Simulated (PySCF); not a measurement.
**CsNa (NaCs): wB97M-V/def2-TZVP (core potential, nlc grid 1)**

Aim: the vertical ionisation energy of CsNa (NaCs) at wB97M-V/def2-TZVP (core potential, nlc grid 1), from 2 runs. 

The calculation is run with PySCF 2.14.0.

## (1) The structure to begin with

CsNa has 2 atoms, charge 0, and is taken as a singlet. SMILES: `[Na][Cs]`. Geometry: relaxed at PBE0-D4/def2-TZVP.

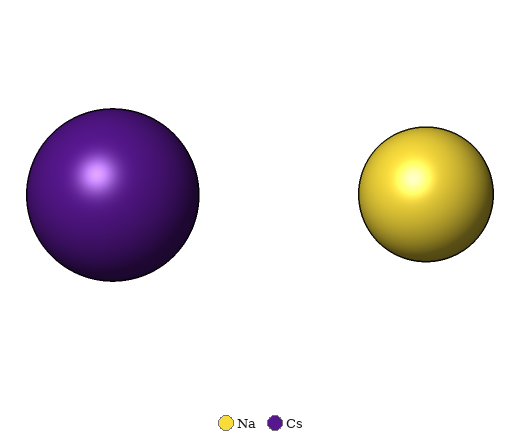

Viewed from a chosen angle; sodium yellow, caesium purple.

## (2) The energy at wB97M-V/def2-TZVP (core potential, nlc grid 1)

Contents of mol.xyz:

```xyz
2

Na     0.000000     0.000000    -0.259290
Cs     0.000000     0.000000     3.645610
```

Contents of job.py:

```python
# NaCs
from pyscf import gto, dft

mol = gto.M(
    atom='mol.xyz',
    max_memory=1860,
    basis='def2-tzvp',
    ecp={'Cs': 'def2-svp'},
    verbose=3,
)

ks = dft.RKS(mol, xc='wb97m-v')
ks.conv_tol = 1e-10
ks.grids.level = 6
ks.nlcgrids.level = 1
ks.kernel()
if not ks.converged:
    ks = ks.newton().run(ks.mo_coeff, ks.mo_occ)

energy = ks.e_tot
print('E = %.10f Eh' % energy)
```

Started as:

```console
$ OMP_NUM_THREADS=1 python job.py
```

What it wrote:

```text
converged SCF energy = -182.348841225149
E = -182.3488412251 Eh
```

Wall time 21 s (1 thread of Arm Neoverse V1, shared host); peak memory 0.32 GiB.

## (3) The doublet cation, same level

Contents of run.py:

```python
from pyscf import gto, dft

mol = gto.M(
    atom=[
    ('Na', (0.000000, 0.000000, -0.259290)),
    ('Cs', (-0.000000, -0.000000, 3.645610)),
],
    verbose=4,
    ecp={'Cs': 'def2-svp'},
    max_memory=1860,
    charge=1,
    basis='def2-tzvp',
    spin=1,
)

mf = dft.UKS(mol)
mf.xc = 'wb97m-v'
mf.nlcgrids.level = 1
mf.grids.level = 6
mf.conv_tol = 1e-10
mf.kernel()
if not mf.converged:
    mf = mf.newton().run(mf.mo_coeff, mf.mo_occ)

e_final = mf.e_tot
print('Final energy', e_final)
```

Started as:

```console
$ OMP_NUM_THREADS=1 python run.py
```

What it wrote:

```text
PySCF version 2.14.0

[INPUT] num. atoms = 2
[INPUT] num. electrons = 19
[INPUT] charge = 1
[INPUT] spin (= nelec alpha-beta = 2S) = 1
[INPUT] symmetry False subgroup None
[INPUT] Mole.unit = angstrom
[INPUT] Symbol           X                Y                Z      unit          X                Y                Z       unit  Magmom
[INPUT]  1 Na     0.000000000000   0.000000000000  -0.259290000000 AA    0.000000000000   0.000000000000  -0.489987086838 Bohr   0.0
[INPUT]  2 Cs     0.000000000000   0.000000000000   3.645610000000 AA    0.000000000000   0.000000000000   6.889204456976 Bohr   0.0

nuclear repulsion = 13.4161038390433
number of shells = 23
number of NR pGTOs = 93
number of NR cGTOs = 61
basis = def2-tzvp
ecp = {'Cs': 'def2-svp'}

[... 44 lines left out ...]
WARN: HOMO -0.233066900019868 >= LUMO -0.233066900019871
[... 46 lines left out ...]
converged SCF energy = -182.194283022045  <S^2> = 0.75006239  2S+1 = 2.0000624
Final energy -182.19428302204457
```

Wall time 29 s (1 thread of Arm Neoverse V1, shared host); peak memory 0.37 GiB.

## (4) What came out

Level: wB97M-V/def2-TZVP (core potential, nlc grid 1).

```
                                          quantity          value
                        singlet CsNa: total energy  -182.34884 Eh
                       singlet CsNa: dipole moment         5.60 D
                         singlet CsNa: HOMO energy       -4.06 eV
                         singlet CsNa: LUMO energy       -0.41 eV
                       singlet CsNa: HOMO–LUMO gap        3.65 eV
                      doublet cation: total energy  -182.19428 Eh
doublet cation: HOMO energy (highest over α and β)       -8.59 eV
 doublet cation: LUMO energy (lowest over α and β)       -3.93 eV
                              doublet cation: ⟨S²⟩          0.750
vertical ionisation energy (to the doublet cation)       4.206 eV
```

What this shows: Removing an electron at fixed nuclei costs 4.21 eV (406 kJ/mol). −ε(HOMO) before ionisation, 4.06 eV, is 0.14 eV below this ionisation energy.
